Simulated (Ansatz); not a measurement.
# ClH$_{3}$Si: what the fields show

```xyz
5

Si    0.2456    0.0055    0.1738
H     0.2266   -0.0372    1.6704
H     1.6504   -0.0372   -0.3427
H    -0.4732    1.2165   -0.3346
Cl   -0.7582   -1.6944   -0.5361
```

These are results of RKS PBE-D4/def2-SVPD in Ansatz 0.2.0, not measurements.

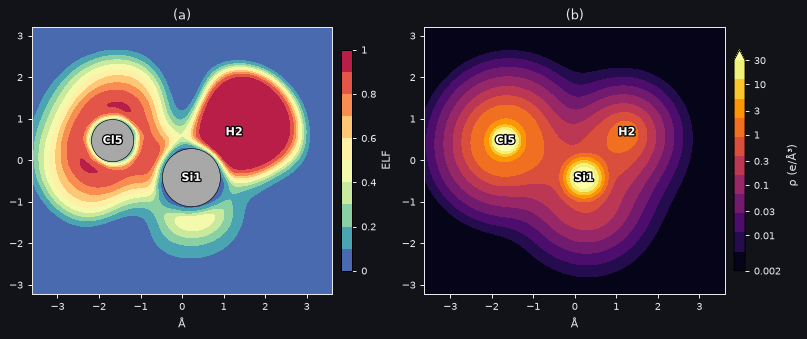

Figure 1. (a) electron localisation function; (b) total electron density on the plane of atoms H2, Si1 and Cl5. Grey discs cover the atomic cores in the ELF map.

Interpret the plot.

The plane passes through Si, H and Cl nuclei.
Si–Cl (2.10 Å): ρ at the midpoint is about 0.79 e/Å³; the ELF peaks at about 0.85 between the atoms, as expected for a polar covalent bond.
Si–H (1.50 Å): the density is about 0.77 e/Å³ at the midpoint; the ELF climbs to about 1 towards the hydrogen, as it does in any bond to H.
The ELF also peaks beside Cl5, away from the bonds: lone-pair regions.

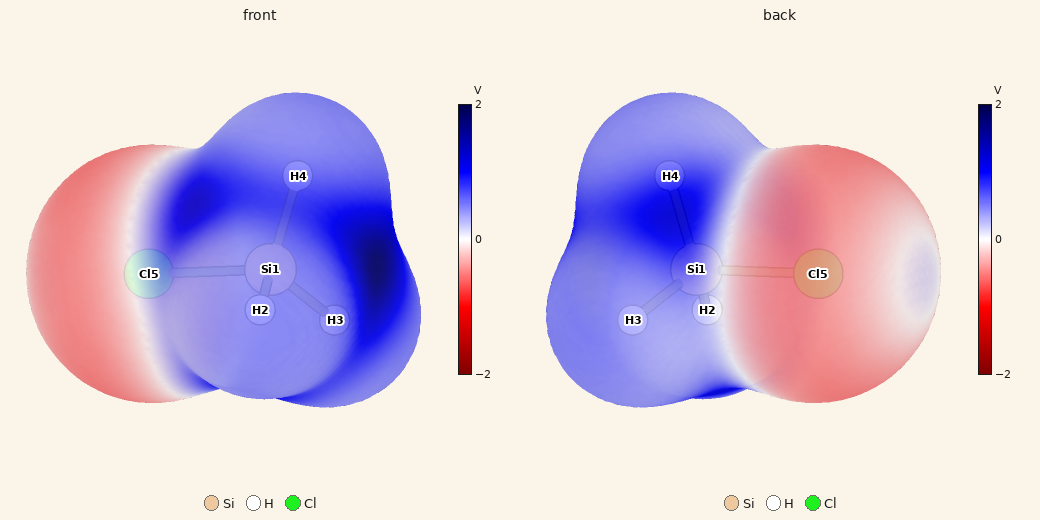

Figure 2. The electrostatic potential painted on the density surface at 0.002 e/bohr³, seen from the front and from behind; the colour scale runs from red (negative) to blue (positive).

Describe the electrostatic potential map.

The most negative region (about −0.5 V) lies over Cl5, the most positive (about +1.8 V) over Si1.

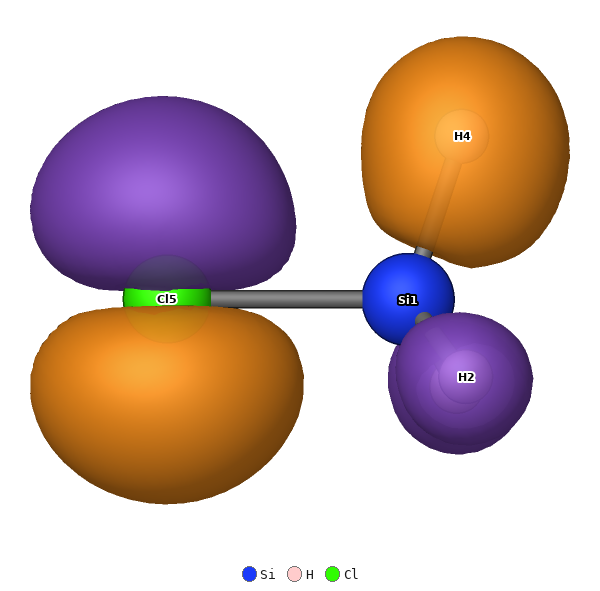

Figure 3. The HOMO at ±0.1 Å⁻³ᐟ² (orange and purple are the two phases), seen across its widest extent.

Where does this orbital lie, and at what energy?

Its weight (Hirshfeld) is mainly on Cl5 (about 70 %) and Si1 (about 15 %); largely a lone pair of Cl5. It is one of a degenerate set, so its orientation is arbitrary. Its energy is −7.68 eV.

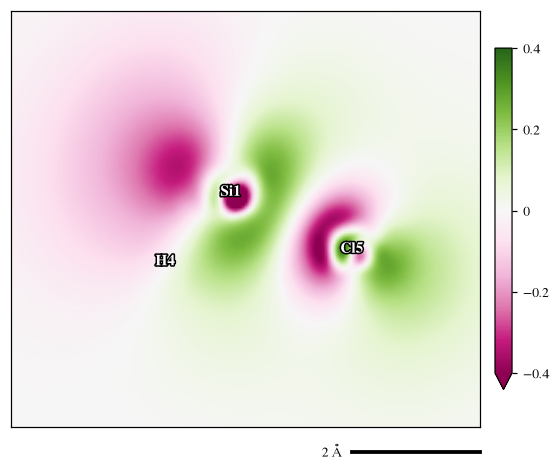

Figure 4. The LUMO on the plane of atoms H4, Si1 and Cl5 (values in Å⁻³ᐟ²; the overall sign is arbitrary).

Describe this orbital and give its energy.

By Hirshfeld shares it lies mainly on Si1 (about 55 %), Cl5 (about 25 %), H2 (about 5 %), H3 (about 5 %) and H4 (about 5 %). Its energy is −1.31 eV.
